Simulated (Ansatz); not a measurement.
# InH4+ (triplet): PBE, BLYP, r2SCAN, B97M-V, PBE0, B3LYP, wB97M-V, B2PLYP over vertical gaps between states, def2-QZVPP, part 2 of 2

Ansatz 0.2.0, Gaussian basis; def2-QZVPP, all electrons in the functionals, frozen cores in the correlation of double hybrids and RPA. Earlier steps stand in the parts before.

### Step 15. PBE0, charge 1, singlet

in.yaml reads:

```yaml
crystal:
  periodic: [false, false, false]
  atoms:
    - {symbol: In, position_ang: [0.000000, 0.000000, 0.000000]}
    - {symbol: H, position_ang: [0.701384, 0.715322, 1.492890]}
    - {symbol: H, position_ang: [-0.709117, -0.705291, 1.494010]}
    - {symbol: H, position_ang: [-0.706435, 0.700227, -1.497657]}
    - {symbol: H, position_ang: [0.714168, -0.710258, -1.489243]}
basis:
  gaussian: {orbitals: "def2-QZVPP.json"}
total_charge: 1
magnetization: {spin_polarized: true, initial_magnetization: 0}
hamiltonian: {xc: {name: PBE0}}
output: {orbitals: {seedname: orbitals}}
```

Started as:

```sh
ansatz run in.yaml --threads 1 --pin off --events-out ev --progress --plain --max-ram 2393MiB
```

Output, cut to the lines that bear on the results:

```text
Functional definition: PBE0
  name "PBE0"
  cite "Adamo & Barone, J. Chem. Phys. 110, 6158 (1999) doi:10.1063/1.478522"
  cite "Perdew, Burke & Ernzerhof, Phys. Rev. Lett. 77, 3865 (1996) doi:10.1103/PhysRevLett.77.3865"
  parent pbe
[...]
756 factors; their error is unknown
[...]
mean field -5225.65371957 eV, -192.0392321187 hartree, gradient 2.0e-5 eV, S^2 1.045117; 5 other end points of the search recorded, 0 dependent functions left out
reference -5225.65375210 eV, -192.0392333142 hartree; 12, 12 occupied and 190, 190 virtual orbitals, 756 factors
Total energy: -5225.65375210 eV, -192.0392333142 hartree
```

Wall time 22 s (1 thread of Arm Neoverse V2, shared host); peak memory 0.39 GiB.

From the report: ⟨S²⟩ of the determinant 1.045 (pure singlet: 0.00). The determinant of PBE0 (⟨S²⟩ 1.05) is far from a pure spin state, so its energy mixes those of several spin states; that is harmless only where they are near-degenerate.

From charge 1, triplet: -0.058 eV.

### Step 16. PBE0, charge 1, quintet

Edit in.yaml of step 15 so:

```diff
@@ -11,3 +11,3 @@
 total_charge: 1
-magnetization: {spin_polarized: true, initial_magnetization: 0}
+magnetization: {spin_polarized: true, initial_magnetization: 4}
 hamiltonian: {xc: {name: PBE0}}
```

Launched as before.

Output:

```text
Functional definition: PBE0
  name "PBE0"
  cite "Adamo & Barone, J. Chem. Phys. 110, 6158 (1999) doi:10.1063/1.478522"
  cite "Perdew, Burke & Ernzerhof, Phys. Rev. Lett. 77, 3865 (1996) doi:10.1103/PhysRevLett.77.3865"
  parent pbe
  parameter a = 0.25
  parameter kappa = 0.804
  parameter beta = 0.06672455060314922
  exchange = (1 - a)*pbe_x(kappa = kappa, mu = beta*pi^2/3) + a*exact_x
  correlation = pbe_c(beta = beta)
756 factors; their error is unknown
mean field evaluation 1: about -5219.2362 eV, gradient 4.5e0 eV
mean field evaluation 2: about -5219.4318 eV, gradient 9.5e-1 eV
mean field evaluation 4: about -5219.4439 eV, gradient 1.3e-1 eV
mean field evaluation 8: about -5219.4987 eV, gradient 1.9e-2 eV
mean field evaluation 16: about -5218.7283 eV, gradient 5.0e0 eV
mean field -5219.49870064 eV, -191.8130393454 hartree, gradient 2.1e-5 eV, S^2 6.005545; 1 other end points of the search recorded, 0 dependent functions left out
reference -5219.49873722 eV, -191.8130406894 hartree; 14, 10 occupied and 188, 192 virtual orbitals, 756 factors
Total energy: -5219.49873722 eV, -191.8130406894 hartree
```

Wall time 6.5 s (1 thread of Arm Neoverse V2, shared host); peak memory 0.35 GiB.

From the report: ⟨S²⟩ of the determinant 6.006 (pure quintet: 6.00).

From charge 1, triplet: +6.097 eV.

### Step 17. B3LYP, charge 1, triplet

Edit in.yaml of step 16 so:

```diff
@@ -11,4 +11,3 @@
 total_charge: 1
-magnetization: {spin_polarized: true, initial_magnetization: 4}
-hamiltonian: {xc: {name: PBE0}}
-output: {orbitals: {seedname: orbitals}}
+magnetization: {spin_polarized: true, initial_magnetization: 2}
+hamiltonian: {xc: {name: B3LYP}}
```

Launched as before.

Output, cut to the lines that bear on the results:

```text
Functional definition: B3LYP
  name "B3LYP"
  cite "Stephens, Devlin, Chabalowski & Frisch, J. Phys. Chem. 98, 11623 (1994) doi:10.1021/j100096a001"
  cite "Becke, Phys. Rev. A 38, 3098 (1988) doi:10.1103/PhysRevA.38.3098"
  cite "Lee, Yang & Parr, Phys. Rev. B 37, 785 (1988) doi:10.1103/PhysRevB.37.785"
  cite "Vosko, Wilk & Nusair, Can. J. Phys. 58, 1200 (1980) doi:10.1139/p80-159"
[...]
740 factors; their error is unknown
[...]
mean field -5227.76985562 eV, -192.1169986843 hartree, gradient 4.3e-6 eV, S^2 2.016564; 0 other end points of the search recorded, 0 dependent functions left out
reference -5227.77008575 eV, -192.1170071415 hartree; 13, 11 occupied and 189, 191 virtual orbitals, 740 factors
Total energy: -5227.77008575 eV, -192.1170071415 hartree
```

Run time: 6.5 s. Hardware: 1 thread of Arm Neoverse V2, shared host; peak memory 0.34 GiB.

From the report: ⟨S²⟩ of the determinant 2.017 (pure triplet: 2.00).

### Step 18. B3LYP, charge 1, singlet

Edit in.yaml of step 17 so:

```diff
@@ -11,3 +11,3 @@
 total_charge: 1
-magnetization: {spin_polarized: true, initial_magnetization: 2}
+magnetization: {spin_polarized: true, initial_magnetization: 0}
 hamiltonian: {xc: {name: B3LYP}}
```

Launched as before.

Output, cut to the lines that bear on the results:

```text
Functional definition: B3LYP
  name "B3LYP"
  cite "Stephens, Devlin, Chabalowski & Frisch, J. Phys. Chem. 98, 11623 (1994) doi:10.1021/j100096a001"
  cite "Becke, Phys. Rev. A 38, 3098 (1988) doi:10.1103/PhysRevA.38.3098"
  cite "Lee, Yang & Parr, Phys. Rev. B 37, 785 (1988) doi:10.1103/PhysRevB.37.785"
  cite "Vosko, Wilk & Nusair, Can. J. Phys. 58, 1200 (1980) doi:10.1139/p80-159"
[...]
740 factors; their error is unknown
[...]
mean field -5227.82644764 eV, -192.1190784028 hartree, gradient 1.4e-5 eV, S^2 1.039700; 5 other end points of the search recorded, 0 dependent functions left out
reference -5227.82667763 eV, -192.1190868547 hartree; 12, 12 occupied and 190, 190 virtual orbitals, 740 factors
Total energy: -5227.82667763 eV, -192.1190868547 hartree
```

It took 23 s on 1 thread of Arm Neoverse V2, shared host; peak memory 0.39 GiB.

From the report: ⟨S²⟩ of the determinant 1.040 (pure singlet: 0.00). The determinant of B3LYP (⟨S²⟩ 1.04) is far from a pure spin state, so its energy mixes those of several spin states; that is harmless only where they are near-degenerate.

From charge 1, triplet: -0.057 eV.

### Step 19. B3LYP, charge 1, quintet

Edit in.yaml of step 18 so:

```diff
@@ -11,3 +11,3 @@
 total_charge: 1
-magnetization: {spin_polarized: true, initial_magnetization: 0}
+magnetization: {spin_polarized: true, initial_magnetization: 4}
 hamiltonian: {xc: {name: B3LYP}}
```

The command is unchanged.

Output, cut to the lines that bear on the results:

```text
Functional definition: B3LYP
  name "B3LYP"
  cite "Stephens, Devlin, Chabalowski & Frisch, J. Phys. Chem. 98, 11623 (1994) doi:10.1021/j100096a001"
  cite "Becke, Phys. Rev. A 38, 3098 (1988) doi:10.1103/PhysRevA.38.3098"
  cite "Lee, Yang & Parr, Phys. Rev. B 37, 785 (1988) doi:10.1103/PhysRevB.37.785"
  cite "Vosko, Wilk & Nusair, Can. J. Phys. 58, 1200 (1980) doi:10.1139/p80-159"
[...]
740 factors; their error is unknown
[...]
mean field -5221.56263006 eV, -191.8888873524 hartree, gradient 6.6e-5 eV, S^2 6.005072; 1 other end points of the search recorded, 0 dependent functions left out
reference -5221.56286811 eV, -191.8888961005 hartree; 14, 10 occupied and 188, 192 virtual orbitals, 740 factors
Total energy: -5221.56286811 eV, -191.8888961005 hartree
```

It took 6.5 s on 1 thread of Arm Neoverse V2, shared host; peak memory 0.35 GiB.

From the report: ⟨S²⟩ of the determinant 6.005 (pure quintet: 6.00).

From charge 1, triplet: +6.207 eV.

### Step 20. wB97M-V, charge 1, triplet

Edit in.yaml of step 19 so:

```diff
@@ -11,3 +11,4 @@
 total_charge: 1
-magnetization: {spin_polarized: true, initial_magnetization: 4}
-hamiltonian: {xc: {name: B3LYP}}
+magnetization: {spin_polarized: true, initial_magnetization: 2}
+hamiltonian: {xc: {name: wB97M-V}}
+output: {orbitals: {seedname: orbitals}}
```

The command is unchanged.

Output, cut to the lines that bear on the results:

```text
Functional definition: wB97M-V
  name "wB97M-V"
  cite "Mardirossian & Head-Gordon, J. Chem. Phys. 144, 214110 (2016) doi:10.1063/1.4952647"
  cite "Becke, J. Chem. Phys. 107, 8554 (1997) doi:10.1063/1.475007"
  cite "Vydrov & Van Voorhis, J. Chem. Phys. 133, 244103 (2010) doi:10.1063/1.3521275"
  # Of w^i u^j: cxij and so on, Table III.
[...]
  gx(w, u) = 1 - cx + cx01*u + cx10*w
  gss(w, u) = css00 + css04*u^4 + css10*w + css20*w^2 + css43*w^4*u^3
  gos(w, u) = cos00 + cos10*w + (cos20 + cos21*u)*w^2 + (cos60 + cos61*u)*w^6
[...]
      + integral(e_c_pw_mod_opposite_spin*gos(b97_w_opposite, b97_u_opposite)) + vv10(b, c)
716 factors; their error is unknown
202 factors; integrals over basis functions are off by at most 2.2e-5 eV
[...]
mean field -5223.52193478 eV, -191.9608904727 hartree, gradient 2.8e-5 eV, S^2 2.014357; 0 other end points of the search recorded, 0 dependent functions left out
reference -5223.52198362 eV, -191.9608922678 hartree; 13, 11 occupied and 189, 191 virtual orbitals, 716 factors
Total energy: -5223.52198362 eV, -191.9608922678 hartree
```

It took 16 s on 1 thread of Arm Neoverse V2, shared host; peak memory 0.5 GiB.

From the report: ⟨S²⟩ of the determinant 2.014 (pure triplet: 2.00).

### Step 21. wB97M-V, charge 1, singlet

Edit in.yaml of step 20 so:

```diff
@@ -11,3 +11,3 @@
 total_charge: 1
-magnetization: {spin_polarized: true, initial_magnetization: 2}
+magnetization: {spin_polarized: true, initial_magnetization: 0}
 hamiltonian: {xc: {name: wB97M-V}}
```

The command is unchanged.

Output, cut to the lines that bear on the results:

```text
Functional definition: wB97M-V
  name "wB97M-V"
  cite "Mardirossian & Head-Gordon, J. Chem. Phys. 144, 214110 (2016) doi:10.1063/1.4952647"
  cite "Becke, J. Chem. Phys. 107, 8554 (1997) doi:10.1063/1.475007"
  cite "Vydrov & Van Voorhis, J. Chem. Phys. 133, 244103 (2010) doi:10.1063/1.3521275"
  # Of w^i u^j: cxij and so on, Table III.
[...]
  gx(w, u) = 1 - cx + cx01*u + cx10*w
  gss(w, u) = css00 + css04*u^4 + css10*w + css20*w^2 + css43*w^4*u^3
  gos(w, u) = cos00 + cos10*w + (cos20 + cos21*u)*w^2 + (cos60 + cos61*u)*w^6
[...]
      + integral(e_c_pw_mod_opposite_spin*gos(b97_w_opposite, b97_u_opposite)) + vv10(b, c)
716 factors; their error is unknown
202 factors; integrals over basis functions are off by at most 2.2e-5 eV
[...]
mean field -5223.55918018 eV, -191.9622592159 hartree, gradient 9.2e-6 eV, S^2 1.030900; 5 other end points of the search recorded, 0 dependent functions left out
reference -5223.55922904 eV, -191.9622610115 hartree; 12, 12 occupied and 190, 190 virtual orbitals, 716 factors
Total energy: -5223.55922904 eV, -191.9622610115 hartree
```

Run time: 77 s. Hardware: 1 thread of Arm Neoverse V2, shared host; peak memory 0.67 GiB.

From the report: ⟨S²⟩ of the determinant 1.031 (pure singlet: 0.00). The determinant of wB97M-V (⟨S²⟩ 1.03) is far from a pure spin state, so its energy mixes those of several spin states; that is harmless only where they are near-degenerate.

From charge 1, triplet: -0.037 eV.

### Step 22. wB97M-V, charge 1, quintet

Edit in.yaml of step 21 so:

```diff
@@ -11,3 +11,3 @@
 total_charge: 1
-magnetization: {spin_polarized: true, initial_magnetization: 0}
+magnetization: {spin_polarized: true, initial_magnetization: 4}
 hamiltonian: {xc: {name: wB97M-V}}
```

Launched as before.

Output, cut to the lines that bear on the results:

```text
Functional definition: wB97M-V
  name "wB97M-V"
  cite "Mardirossian & Head-Gordon, J. Chem. Phys. 144, 214110 (2016) doi:10.1063/1.4952647"
  cite "Becke, J. Chem. Phys. 107, 8554 (1997) doi:10.1063/1.475007"
  cite "Vydrov & Van Voorhis, J. Chem. Phys. 133, 244103 (2010) doi:10.1063/1.3521275"
  # Of w^i u^j: cxij and so on, Table III.
[...]
  gx(w, u) = 1 - cx + cx01*u + cx10*w
  gss(w, u) = css00 + css04*u^4 + css10*w + css20*w^2 + css43*w^4*u^3
  gos(w, u) = cos00 + cos10*w + (cos20 + cos21*u)*w^2 + (cos60 + cos61*u)*w^6
[...]
      + integral(e_c_pw_mod_opposite_spin*gos(b97_w_opposite, b97_u_opposite)) + vv10(b, c)
716 factors; their error is unknown
202 factors; integrals over basis functions are off by at most 2.2e-5 eV
[...]
mean field -5216.91891084 eV, -191.7182338189 hartree, gradient 3.8e-5 eV, S^2 6.004944; 2 other end points of the search recorded, 0 dependent functions left out
reference -5216.91895925 eV, -191.7182355976 hartree; 14, 10 occupied and 188, 192 virtual orbitals, 716 factors
Total energy: -5216.91895925 eV, -191.7182355976 hartree
```

It took 42 s on 1 thread of Arm Neoverse V2, shared host; peak memory 0.64 GiB.

From the report: ⟨S²⟩ of the determinant 6.005 (pure quintet: 6.00).

From charge 1, triplet: +6.603 eV.

### Step 23. B2PLYP, charge 1, triplet

Edit in.yaml of step 22 so:

```diff
@@ -11,4 +11,4 @@
 total_charge: 1
-magnetization: {spin_polarized: true, initial_magnetization: 4}
-hamiltonian: {xc: {name: wB97M-V}}
-output: {orbitals: {seedname: orbitals}}
+magnetization: {spin_polarized: true, initial_magnetization: 2}
+hamiltonian: {xc: {name: B2PLYP}}
+correlation: {electrons: outside_noble_gas}
```

Launched as before.

Output, cut to the lines that bear on the results:

```text
Functional definition: B2PLYP
  name "B2PLYP"
  cite "Grimme, J. Chem. Phys. 124, 034108 (2006) doi:10.1063/1.2148954"
  cite "Becke, Phys. Rev. A 38, 3098 (1988) doi:10.1103/PhysRevA.38.3098"
  cite "Lee, Yang & Parr, Phys. Rev. B 37, 785 (1988) doi:10.1103/PhysRevB.37.785"
[...]
1208 factors; integrals over basis functions are off by at most 6.3e-4 eV
[...]
mean field -5216.96768543 eV, -191.7200262518 hartree, gradient 3.3e-6 eV, S^2 2.033855; 0 other end points of the search recorded, 0 dependent functions left out
9 core orbitals not correlated: weight in the atoms' cores, before any rotation towards them, 0.992 or more for the frozen orbitals, at most 0.007 for the correlated occupied ones
reference -5216.96783045 eV, -191.7200315813 hartree; 4, 2 occupied and 189, 191 virtual orbitals, 1208 factors
second order -2.67844119 eV of doubles, -0.00000000 eV of singles
Total energy: -5217.69100957 eV, -191.7466079238 hartree
```

Run time: 9.5 s. Hardware: 1 thread of Arm Neoverse V2, shared host; peak memory 0.45 GiB.

From the report: ⟨S²⟩ of the determinant 2.034 (pure triplet: 2.00).

### Step 24. B2PLYP, charge 1, singlet

Edit in.yaml of step 23 so:

```diff
@@ -11,3 +11,3 @@
 total_charge: 1
-magnetization: {spin_polarized: true, initial_magnetization: 2}
+magnetization: {spin_polarized: true, initial_magnetization: 0}
 hamiltonian: {xc: {name: B2PLYP}}
```

The command is unchanged.

Output, cut to the lines that bear on the results:

```text
Functional definition: B2PLYP
  name "B2PLYP"
  cite "Grimme, J. Chem. Phys. 124, 034108 (2006) doi:10.1063/1.2148954"
  cite "Becke, Phys. Rev. A 38, 3098 (1988) doi:10.1103/PhysRevA.38.3098"
  cite "Lee, Yang & Parr, Phys. Rev. B 37, 785 (1988) doi:10.1103/PhysRevB.37.785"
[...]
1208 factors; integrals over basis functions are off by at most 6.3e-4 eV
[...]
mean field -5217.06394686 eV, -191.7235637942 hartree, gradient 1.1e-6 eV, S^2 1.069952; 5 other end points of the search recorded, 0 dependent functions left out
9 core orbitals not correlated: weight in the atoms' cores, before any rotation towards them, 0.994 or more for the frozen orbitals, at most 0.006 for the correlated occupied ones
reference -5217.06409185 eV, -191.7235691226 hartree; 3, 3 occupied and 190, 190 virtual orbitals, 1208 factors
second order -2.57212906 eV of doubles, -0.00000000 eV of singles
Total energy: -5217.75856670 eV, -191.7490906024 hartree
```

Run time: 32 s. Hardware: 1 thread of Arm Neoverse V2, shared host; peak memory 0.55 GiB.

From the report: ⟨S²⟩ of the determinant 1.070 (pure singlet: 0.00). The determinant of B2PLYP (⟨S²⟩ 1.07) is far from a pure spin state, so its energy mixes those of several spin states; that is harmless only where they are near-degenerate.

From charge 1, triplet: -0.068 eV.

### Step 25. B2PLYP, charge 1, quintet

Edit in.yaml of step 24 so:

```diff
@@ -11,3 +11,3 @@
 total_charge: 1
-magnetization: {spin_polarized: true, initial_magnetization: 0}
+magnetization: {spin_polarized: true, initial_magnetization: 4}
 hamiltonian: {xc: {name: B2PLYP}}
```

Same command.

Output, cut to the lines that bear on the results:

```text
Functional definition: B2PLYP
  name "B2PLYP"
  cite "Grimme, J. Chem. Phys. 124, 034108 (2006) doi:10.1063/1.2148954"
  cite "Becke, Phys. Rev. A 38, 3098 (1988) doi:10.1103/PhysRevA.38.3098"
  cite "Lee, Yang & Parr, Phys. Rev. B 37, 785 (1988) doi:10.1103/PhysRevB.37.785"
[...]
1208 factors; integrals over basis functions are off by at most 6.3e-4 eV
[...]
mean field -5210.84537658 eV, -191.4950355514 hartree, gradient 9.0e-6 eV, S^2 6.008560; 2 other end points of the search recorded, 0 dependent functions left out
9 core orbitals not correlated: weight in the atoms' cores, before any rotation towards them, 0.981 or more for the frozen orbitals, at most 0.017 for the correlated occupied ones
reference -5210.84552778 eV, -191.4950411081 hartree; 5, 1 occupied and 188, 192 virtual orbitals, 1208 factors
second order -2.08976247 eV of doubles, -0.00000000 eV of singles
Total energy: -5211.40976365 eV, -191.5157763938 hartree
```

Run time: 13 s. Hardware: 1 thread of Arm Neoverse V2, shared host; peak memory 0.45 GiB.

From the report: ⟨S²⟩ of the determinant 6.009 (pure quintet: 6.00).

From charge 1, triplet: +6.281 eV.

### Step 26. The comparison

No level is safe as a reference over these points; RCCSD(T) serves as a yardstick only. It and the other wave-function rows come from earlier runs at the same points. Energies in eV, counted from charge 1, triplet; blanks weren't run or aren't comparable.

```csv
level,triplet to singlet,triplet to quintet
RCCSD(T),-0.080,6.404
PBE,-0.036,5.984
BLYP,-0.046,6.103
r2SCAN,-0.080,6.044
B97M-V,-0.012,6.564
PBE0,-0.058,6.097
B3LYP,-0.057,6.207
wB97M-V,-0.037,6.603
B2PLYP,-0.068,6.281
RHF,2.632,5.488
UHF,-0.162,5.789
RMP2,1.404,6.335
RCCSD,0.461,6.413
```

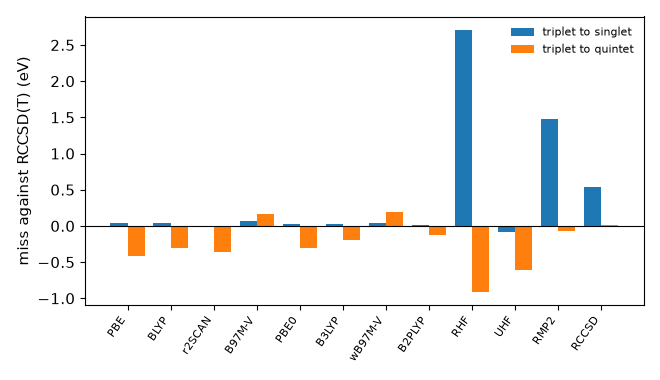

Misses of the gaps against RCCSD(T).

Largest miss and mean time a point (RCCSD(T) took 6 min a point; shared hosts):

```csv
level,largest miss (eV),where,time a point
PBE,-0.420,triplet to quintet,11 s
BLYP,-0.301,triplet to quintet,11 s
r2SCAN,-0.360,triplet to quintet,18 s
B97M-V,+0.160,triplet to quintet,42 s
PBE0,-0.307,triplet to quintet,11 s
B3LYP,-0.197,triplet to quintet,12 s
wB97M-V,+0.199,triplet to quintet,45 s
B2PLYP,-0.123,triplet to quintet,18 s
RHF,+2.712,triplet to singlet,
UHF,-0.615,triplet to quintet,
RMP2,+1.484,triplet to singlet,
RCCSD,+0.541,triplet to singlet,
```

### Step 27. Summary of results

What follows sums up all 2 parts.

```
                    quantity                           value
triplet to singlet, RCCSD(T)                       -0.080 eV
triplet to quintet, RCCSD(T)                        6.404 eV
           largest miss, PBE  -0.420 eV (triplet to quintet)
          largest miss, BLYP  -0.301 eV (triplet to quintet)
        largest miss, r2SCAN  -0.360 eV (triplet to quintet)
        largest miss, B97M-V  +0.160 eV (triplet to quintet)
          largest miss, PBE0  -0.307 eV (triplet to quintet)
         largest miss, B3LYP  -0.197 eV (triplet to quintet)
       largest miss, wB97M-V  +0.199 eV (triplet to quintet)
        largest miss, B2PLYP  -0.123 eV (triplet to quintet)
```

In words: Of the functionals, B2PLYP keep the smallest largest miss at the points compared (at most 0.123 eV) and PBE strays most (0.420 eV, at triplet to quintet). PBE, BLYP, r2SCAN, B97M-V, PBE0, B3LYP, wB97M-V, B2PLYP clearly break the spin symmetry at some points (⟨S²⟩ up to 1.07 above the pure value), so energy there is bought with a mixed spin. Functionals and the yardstick converge differently with the basis, so part of each miss in def2-QZVPP is the basis. The yardstick itself may be off where one determinant is a poor start. The program flags that the yardstick's amplitudes may have other solutions at some points.
